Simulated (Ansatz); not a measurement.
The structure below was relaxed with PBEsol/PAW in Ansatz (a program for electronic structure), without spin-orbit coupling, at pressure 7.5 GPa.

```yaml
crystal:
  lattice:
    - [4.99524, 0.00000, 0.00000]
    - [0.00000, 4.99524, 0.00000]
    - [0.00000, 0.00000, 4.99524]
  atoms:
    - { symbol: W, position: [0.00000, 0.00000, 0.00000] }
    - { symbol: W, position: [0.50000, 0.50000, 0.50000] }
    - { symbol: W, position: [0.00000, 0.50000, 0.25000] }
    - { symbol: W, position: [0.00000, 0.50000, 0.75000] }
    - { symbol: W, position: [0.25000, 0.00000, 0.50000] }
    - { symbol: W, position: [0.75000, 0.00000, 0.50000] }
    - { symbol: W, position: [0.50000, 0.75000, 0.00000] }
    - { symbol: W, position: [0.50000, 0.25000, 0.00000] }
```

**Question.** Find the space group and the Wyckoff positions.

**Answer.** Space group Pm-3n (No. 223); a = b = c = 4.9952 Å, α = β = γ = 90.00°

| atom | site | symmetry | x | y | z |
|---|---|---|---|---|---|
| W | 2a | m-3. | 0.0000 | 0.0000 | 0.0000 |
| W | 6c | -4m.2 | 0.0000 | 0.5000 | 0.2500 |

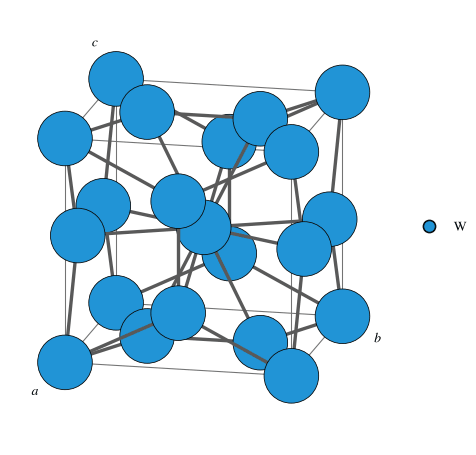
The conventional cell

Load acts through the strain it causes; cell and atoms are relaxed under it. Whether these cells are dynamically stable was not tested. No other phases were tried under pressure. All final runs are without spin polarisation. The cell was made from W (space group Pm-3n, No. 223) by this change: pressure 7.5 GPa. This is not the structure that W has at room temperature and ambient pressure.
